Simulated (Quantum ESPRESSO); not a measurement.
**Cost against accuracy: ecutwfc for YH3O3 (P6_3/m, 14 atoms in the cell)**

Cell: a = 6.3631 Å, b = 6.3631 Å, c = 3.5526 Å, α = 90.00°, β = 90.00°, γ = 120.00°.

Level of theory: PBEsol, GBRV 1.5 ultrasoft (PBESOL) pseudopotentials (plane waves; Quantum ESPRESSO).

Base settings: ecutwfc = 40 Ry; ecutrho = 320 Ry; occupations = fixed; potentials = {Y: y_pbesol_v1.4.uspp.F.UPF, H: h_pbesol_v1.4.uspp.F.UPF, O: o_pbesol_v1.2.uspp.F.UPF}; K_POINTS = automatic 3 3 5 0 0 0; nbnd = 36; conv_thr = 1e-11 Ry; mixing_beta = 0.3.

Misses are taken against the tightest run, 80 Ry (ecutrho: 320 Ry → 640 Ry), which need not be fully converged itself. The energy is the free energy per atom.

The count of work is k-points × plane waves × bands × iterations; it is no time, and leaves out set-up, grids and terms that scale otherwise. Core times come from one kind of shared machine and are given to one figure; runs under 30 s give none.

The starting cell comes from a database of computed structures (which also holds hypothetical and non-ambient phases and stackings), without a prior relaxation at this level. In the base run, with a pressure of about -4 GPa the cell is away from its equilibrium volume at this level.

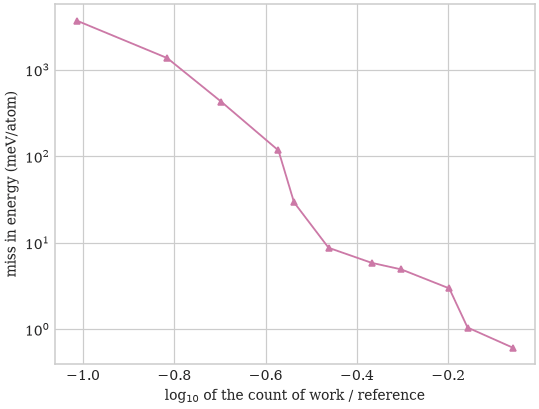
Fig. 1. Miss against the count of work; the reference run is not drawn, and misses under 0.1 meV/atom are drawn there.

| ecutwfc | energy less reference (meV/atom) | pressure less reference (GPa) | largest difference in the force on any atom (eV/Å) | count of work / reference | core time / reference (rough) |
|---|---|---|---|---|---|
| 16 Ry (ecutrho: 320 Ry → 128 Ry) | 3688.27 | -175.84 | 0.500 | 0.097 | – |
| 20 Ry (ecutrho: 320 Ry → 160 Ry) | 1366.13 | -88.49 | 0.177 | 0.15 | – |
| 24 Ry (ecutrho: 320 Ry → 192 Ry) | 427.53 | -36.96 | 0.065 | 0.20 | – |
| 28 Ry (ecutrho: 320 Ry → 224 Ry) | 116.78 | -13.11 | 0.022 | 0.27 | 0.3 |
| 32 Ry (ecutrho: 320 Ry → 256 Ry) | 29.33 | -3.81 | 0.003 | 0.29 | 0.3 |
| 36 Ry (ecutrho: 320 Ry → 288 Ry) | 8.75 | -0.64 | 0.004 | 0.35 | 0.4 |
| 40 Ry | 5.86 | 0.05 | 0.005 | 0.43 | 0.4 |
| 46 Ry (ecutrho: 320 Ry → 368 Ry) | 4.92 | -0.02 | 0.004 | 0.50 | 0.5 |
| 52 Ry (ecutrho: 320 Ry → 416 Ry) | 2.97 | -0.10 | 0.002 | 0.63 | 0.6 |
| 60 Ry (ecutrho: 320 Ry → 480 Ry) | 1.05 | 0.02 | 0.001 | 0.70 | 0.6 |
| 70 Ry (ecutrho: 320 Ry → 560 Ry) | 0.61 | 0.08 | 0.001 | 0.88 | 1.0 |
| 80 Ry (ecutrho: 320 Ry → 640 Ry) | 0.00 | 0.00 | 0.000 | 1.0 | 1 |

Coarsest setting among those run that, with all tighter ones, holds the energy within 10 meV/atom of the reference: 36 Ry (ecutrho: 320 Ry → 288 Ry), off by 8.8 meV/atom; it needs 0.35 of the reference's count of work and about 0.4 of the reference's time.

Coarsest setting among those run that, with all tighter ones, holds the energy within 2 meV/atom of the reference: 60 Ry (ecutrho: 320 Ry → 480 Ry), off by 1.0 meV/atom; its saving against the reference is no more than about a factor of 2 in the count of work.

The step from 28 Ry (ecutrho: 320 Ry → 224 Ry) to 70 Ry (ecutrho: 320 Ry → 560 Ry): it takes the miss in the energy from 120 to 0.61 meV/atom, for 3.3 times the count of work and roughly 3 times the time.
